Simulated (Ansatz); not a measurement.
## Ba (Im-3m): Drude plasma energy against volume

The cell of Ba (Im-3m) is scaled evenly and the response computed anew at each volume, on one mesh.

Cell: a, b, c = 4.341, 4.341, 4.341 Å (primitive vectors), 1 atoms.

Method: Ansatz 0.2.0, r2SCAN, independent particles, k-mesh 12×12×12 with interpolation inside its cells, Gaussian parameter 0.1 eV.

Launch of the response step: `ansatz run input.yaml --threads 4 --pin off --max-ram 8192MiB --backend cpu --events-out ev --progress --plain --runs-dir out`. The series took 5.9 min in all, on 4 threads of Intel(R) Xeon(R) Processor @ 2.50GHz (Skylake/Cascade Lake) (shared host).

```tsv
V/V₀	V (Å³, primitive cell)	Drude plasma energy (eV)
0.94	59.21	3.241
0.96	60.47	3.159
0.98	61.73	3.081
1.00	62.99	3.007
1.02	64.25	?
1.04	65.51	2.870
1.06	66.77	2.808
```

For small changes the quantity should be close to linear in ln V.

Working, on the rows shown:

| x = ln(V/V₀) | y = Drude plasma energy |
| --- | --- |
| -0.0618754 | 3.241 |
| -0.040822 | 3.159 |
| -0.0202027 | 3.081 |
| 0 | 3.007 |
| 0.0392207 | 2.87 |
| 0.0582689 | 2.808 |

Means: x̄ = -0.0042351, ȳ = 3.0277. Σ(x − x̄)(y − ȳ) = -0.03862, Σ(x − x̄)² = 0.01073. Slope = -0.03862 / 0.01073 = -3.6; intercept = ȳ − slope · x̄ = 3.0124. The line misses the rows shown by at most 0.0058 eV.

**Question.** Fill in the last column of the withheld row.

**Answer.** At x = 0.019803 the line gives y = 2.9411 eV. The run gave 2.937 eV, so the interpolation is off by 0.0041 eV, 1.0 % of the range in the table.

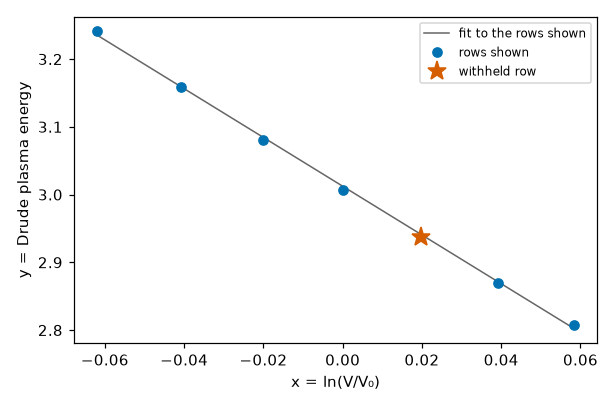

Between the rows on either side of x = 0 the slope is (2.937 − 3.081) / (0.019803 − (-0.020203)) = -3.6. So d ln ωp/d ln V = -1.20; free electrons would give −0.50. The cell comes from an older database entry, whose edges can be off by a per cent or so. The values come from a sum over the points of one k-mesh and carry its error, which is largest for Fermi-surface quantities. Spin-orbit coupling is left out.

[Logs are printed without paths, hosts, clocks, repeated set-up lines and the standing remarks that a program may print on its own settings, such as how far it seeks lower states.]
